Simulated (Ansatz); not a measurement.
# MgSi (P4/mmm): Grüneisen parameters, part 2 of 2

Does MgSi (P4/mmm) expand much on heating, by its phonons?

Ansatz 0.2.0; DFT PBEsol, scalar-relativistic, plane waves, norm-conserving pseudopotentials.

So far, highest frequency on the path or at a solved wavevector (cm⁻¹): step 2 (response at finite wavevector) 334; step 4 (phonons at the other volume, volume ratio 0.97) 351.

### Step 5. Relaxing at another volume, volume ratio 1.03

The volume is scaled by 1.03 and held, while shape and atoms relax as far as symmetry allows. The modes can then be followed against volume.

Contents of input.yaml:

```yaml
crystal:
  lattice:
    - [2.9670063675, 0.0, 0.0]
    - [0.0, 2.9670063675, 0.0]
    - [0.0, 0.0, 3.996846088]
  atoms:
    - { symbol: Mg, position: [0.0, 0.0, 0.0] }
    - { symbol: Si, position: [0.5, 0.5, 0.5] }
kpoints:
  mp_grid: { grid: [16, 16, 12] }
hamiltonian:
  xc: pbesol
  pseudopotentials: { kind: nc }
scf:
  occupations: { method: methfessel_paxton, width: 0.15 }
output:
  forces: true
  stress: true
  eigenvalues: true
relax:
  adjacent_minimum: "off"
  f_tol: 0.001
  max_steps: 60
  cell: { stress_tol: 0.01, fix: [volume] }
```

Launch:

```sh
$ ansatz run input.yaml --threads 4 --pin off --max-ram 7168MiB --backend cpu --events-out ev --progress --plain --runs-dir out
```

Numbers of over 12 decimals in the logs are rounded to 6 here.

What it wrote:

```text
[...]
Crystal: 2 atoms, lattice volume = 35.185 Å³
Basis set: ecut = 1142.878222 eV, 3083 PW (Γ), exchange–correlation on 72×72×90 points (8 copies of the dense FFT grid, shifted against one another)
Bands: 11, of which v1, the nominal top of the filled ones, is band 7 counted from 1 (6 counted from 0)
Symmetry: 16 space group operations
[...]
k-points: 315 of 3072
[...]
k-point 314: bands = [... 3 lower, -34.6699, 4.4584, 5.8190, 5.8190, 7.2731, 9.1973, 9.1973, 9.3275]
--- Relaxed structure (4 steps of the walk, 4 accepted, 1 SCFs on fresh bases) ---
[...]
cell:  # Å, volume = 35.1847 Å³
    - [2.978557, 0, 0.0]
    - [0, 2.978557, 0.0]
    - [0.0, 0.0, 3.965908]
  atoms:
    - { symbol: Mg, position: [0, 0, 0.0] }
    - { symbol: Si, position: [0.5, 0.5, 0.500000] }
[key lines of the parts left out:]
SCF converged after 5 iterations
Free energy (F): -1728.809051 eV
Fermi energy:    8.050946 eV
P = ⅓ Tr σ = -1.7333 GPa (-17.333 kbar)
```

Elapsed: 28 s, on 4 threads of Arm Neoverse V2, shared host; peak memory 0.71 GiB; 1.8 min of CPU time.

Relaxation path:

| step | energy less that of the first step (eV) | largest force component (eV/Å) | pressure (GPa) | volume (Å³) |
| --- | --- | --- | --- | --- |
| 1 | 0.0000 | 0.0000 | -1.86 | 35.18 |
| 2 | -0.0004 | 0.0000 | -1.79 | 35.18 |
| 3 | -0.0004 | 0.0000 | -1.73 | 35.18 |
| 4 | -0.0004 | 0.0000 | -1.73 | 35.18 |
| 5* | -0.0004 | 0.0000 | -1.73 | 35.18 |

Relaxation steps marked * repeat the geometry before them on a plane-wave basis chosen anew for their cell, so energy and pressure can jump there.

The run keeps the 16 symmetry operations that it works with, so distortions that break them were not tested.

| conventional cell, symmetrised | before | after | change |
| --- | --- | --- | --- |
| a (Å) | 2.967 | 2.979 | +0.4 % |
| b (Å) | 2.967 | 2.979 | +0.4 % |
| c (Å) | 3.997 | 3.966 | -0.8 % |
| volume (Å³/atom) | 17.59 | 17.59 | -0.0 % |

The relaxed structure:

```xyz
2
Lattice="2.9786 0.0000 0.0000 0.0000 2.9786 0.0000 0.0000 0.0000 3.9659" Properties=species:S:1:pos:R:3 pbc="T T T"
Mg    0.0000    0.0000    0.0000
Si    1.4893    1.4893    1.9830
```

This step gave:

* pressure: -1.733 GPa
* volume per atom: 17.59 Å³

The cell shrank by 0.0 % in volume.

### Step 6. Phonons at the other volume, volume ratio 1.03

The phonons are repeated at this volume on the same k and q meshes.

input.yaml, the sections that differ from step 5:

```yaml
crystal:
  lattice:
    - [2.9785565229, 0.0, 0.0]
    - [0.0, 2.9785565229, 0.0]
    - [0.0, 0.0, 3.9659084939]
  atoms:
    - { symbol: Mg, position: [0.0, 0.0, 0.0] }
    - { symbol: Si, position: [0.5, 0.5, 0.5] }
output:
  eigenvalues: true
phonons:
  method: dfpt
  qmesh: [2, 2, 2]
  temperatures: { t_max: 1000, t_step: 50 }
  qpath:
    path:
      - [[0.0, 0.0, 0.0], [0.0, 0.5, 0.0], [0.5, 0.5, 0.0], [0.0, 0.0, 0.0], [0.0, 0.0, 0.5], [0.0, 0.5, 0.5], [0.5, 0.5, 0.5], [0.0, 0.0, 0.5]]
      - [[0.0, 0.5, 0.0], [0.0, 0.5, 0.5]]
      - [[0.5, 0.5, 0.0], [0.5, 0.5, 0.5]]
    npoints: 10
# kpoints, hamiltonian, scf: as in step 5
# relax: removed
```

What it wrote:

```text
[...]
Crystal: 2 atoms, lattice volume = 35.185 Å³
Basis set: ecut = 1142.878222 eV, 3113 PW (Γ), exchange–correlation on 72×72×90 points (8 copies of the dense FFT grid, shifted against one another)
Bands: 11, of which v1, the nominal top of the filled ones, is band 7 counted from 1 (6 counted from 0)
Symmetry: 16 space group operations
k-points: 315 of 3072
[...]
k-point 314: bands = [... 3 lower, -34.6699, 4.4584, 5.8190, 5.8190, 7.2731, 9.1973, 9.1973, 9.3275]
[...]
ASR residual: 9.216e-3 → 0.000e0 eV/Å²; symmetrization residual: 1.200e-5 eV/Å²
  ASR residual per site (eV/Å²): 9.22e-3 7.51e-5
  Γ frequencies (cm⁻¹): 0.00 0.00 0.00 195.98 195.98 282.13
--- Phonons (arbitrary-q DFPT): 6 irreducible q on the 2×2×2 mesh ---
[...]
interpolated dispersion: 93 rows × 6 modes
[...]
[key lines of the parts left out:]
SCF converged after 8 iterations
Free energy (F): -1728.809051 eV
Fermi energy:    8.050947 eV
```

The job ended after 3.6 min (4 threads; peak memory 2 GiB; 14 min of CPU time).

Numbers from this step:

* sum-rule residual before enforcement: 0.009216 eV/Å²
* lowest frequency on the path: -139.3 cm⁻¹
* highest frequency on the path or at a solved wavevector: 318.5 cm⁻¹
* highest optical mode at the zone centre (no LO-TO term): 282.1 cm⁻¹
* lowest optical zone-centre mode: 196.0 cm⁻¹
* lowest mode on the q mesh (acoustic modes at Γ apart): -138.6 cm⁻¹

The highest optical mode at the zone centre (no LO-TO term) is 282.1 cm⁻¹, -16.2 cm⁻¹ against the base run.

### Step 7. Grüneisen parameters

The Grüneisen parameter of a mode is minus the logarithmic change of its frequency with volume, −d ln ω / d ln V; weighted by heat capacity it gives the expansion.

Numbers from this step:

| Quantity | Value |
| --- | --- |
| bulk modulus | 63 GPa |

The phonon branches at the labelled points (cm⁻¹):

| point | branch 1 | branch 2 | branch 3 | branch 4 | branch 5 | branch 6 |
| --- | --- | --- | --- | --- | --- | --- |
| Γ | 0 | 0 | 0 | 205 | 205 | 298 |
| X | 122 | 123 | 186 | 203 | 204 | 314 |
| M | -72 | -72 | 196 | 222 | 306 | 306 |
| Γ | 0 | 0 | 0 | 205 | 205 | 298 |
| Z | 113 | 113 | 141 | 141 | 224 | 234 |
| R | -133 | 127 | 149 | 208 | 266 | 334 |
| A | -151 | -151 | 193 | 263 | 293 | 293 |
| Z | 113 | 113 | 141 | 141 | 224 | 234 |
| jump to X | 122 | 123 | 186 | 203 | 204 | 314 |
| R | -133 | 127 | 149 | 208 | 266 | 334 |
| jump to M | -72 | -72 | 196 | 222 | 306 | 306 |
| A | -151 | -151 | 193 | 263 | 293 | 293 |

The same for volume x 0.97:

| point | branch 1 | branch 2 | branch 3 | branch 4 | branch 5 | branch 6 |
| --- | --- | --- | --- | --- | --- | --- |
| Γ | 0 | 0 | 0 | 216 | 216 | 316 |
| X | 128 | 140 | 193 | 216 | 219 | 329 |
| M | -50 | -50 | 207 | 229 | 322 | 322 |
| Γ | 0 | 0 | 0 | 216 | 216 | 316 |
| Z | 127 | 127 | 149 | 149 | 240 | 246 |
| R | -125 | 133 | 154 | 217 | 284 | 351 |
| A | -147 | -147 | 204 | 275 | 307 | 307 |
| Z | 127 | 127 | 149 | 149 | 240 | 246 |
| X | 128 | 140 | 193 | 216 | 219 | 329 |
| R | -125 | 133 | 154 | 217 | 284 | 351 |
| M | -50 | -50 | 207 | 229 | 322 | 322 |
| A | -147 | -147 | 204 | 275 | 307 | 307 |

The same for volume x 1.03:

| point | branch 1 | branch 2 | branch 3 | branch 4 | branch 5 | branch 6 |
| --- | --- | --- | --- | --- | --- | --- |
| Γ | 0 | 0 | 0 | 196 | 196 | 282 |
| X | 98 | 118 | 179 | 192 | 192 | 297 |
| M | -88 | -88 | 186 | 219 | 290 | 290 |
| Γ | 0 | 0 | 0 | 196 | 196 | 282 |
| Z | 96 | 96 | 134 | 134 | 205 | 221 |
| R | -139 | 123 | 145 | 200 | 250 | 318 |
| A | -136 | -136 | 184 | 252 | 279 | 279 |
| Z | 96 | 96 | 134 | 134 | 205 | 221 |
| X | 98 | 118 | 179 | 192 | 192 | 297 |
| R | -139 | 123 | 145 | 200 | 250 | 318 |
| M | -88 | -88 | 186 | 219 | 290 | 290 |
| A | -136 | -136 | 184 | 252 | 279 | 279 |

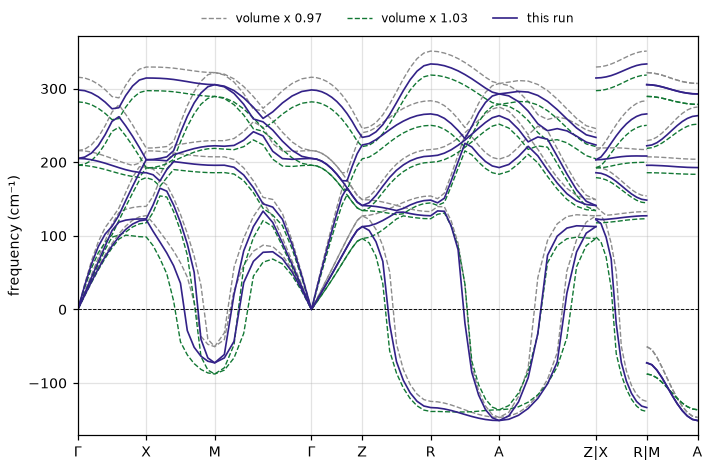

Phonon branches along the path; dashed: volume x 0.97 and volume x 1.03.

### Step 8. Summary of results

```json
{
  "bulk modulus": "63 GPa"
}
```

In words: No expansion is given, because modes are imaginary at one volume or more. The highest optical mode at Γ goes from 316 to 282 cm⁻¹ as the cell grows, a Grüneisen parameter of 1.87. Branches are matched by rank, so values near crossings are rough. The q mesh stands for a supercell only 5.9 Å across, so branches between the solved wavevectors are rough. With no gap, or one that is small against the smearing, the frequencies hang on the k mesh and the smearing, most of all near Kohn anomalies.

[Logs are printed without paths, hosts, clocks, repeated set-up lines and the standing remarks that a program may print on its own settings, such as how far it seeks lower states.]

[Hosts, paths, dates, database ids (printed as entryN), source tags and the programs' standing remarks are cut or masked in the printed files.]
